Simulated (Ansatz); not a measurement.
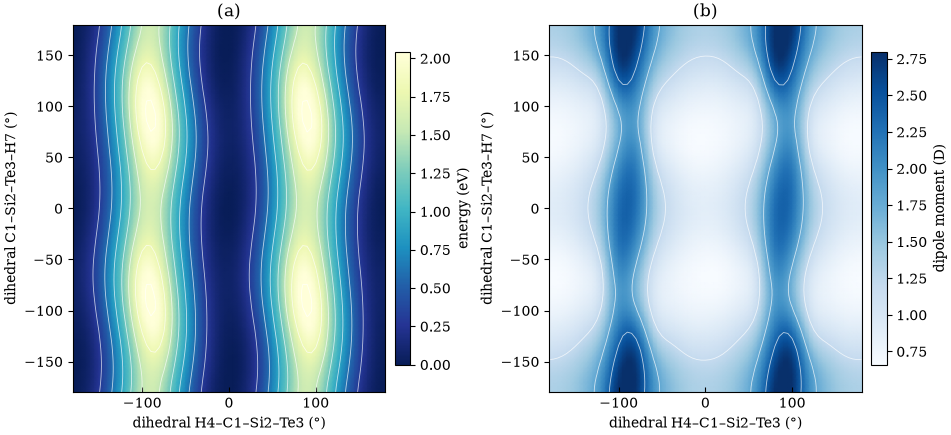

CH₄SiTe, SMILES C=[SiH][TeH]. 
- Coordinates scanned: (1) dihedral H4–C1–Si2–Te3; (2) dihedral C1–Si2–Te3–H7.
- Nothing is relaxed (all other coordinates rigid).
- The grid has 18 × 18 points.
- Energies: eV, counted from the lowest grid point.
- Theory: RHF/def2-TZVP (Ansatz 0.2.0).

Panel (a) is the energy; panel (b) is the computed dipole moment, in D.

The picture shows a smooth colour map with a few white contour lines. Between grid points the surface is interpolated.

How does the dipole moment vary over the map, and what is it at the lowest grid point?

Leaving out the highest fifth of the energies, it runs from 0.67 D at dihedral H4–C1–Si2–Te3 = 0°, dihedral C1–Si2–Te3–H7 = −60° to 2.79 D at dihedral H4–C1–Si2–Te3 = −100°, dihedral C1–Si2–Te3–H7 = −180°. At the lowest grid point, dihedral H4–C1–Si2–Te3 = 0°, dihedral C1–Si2–Te3–H7 = −180°, it is 1.35 D.
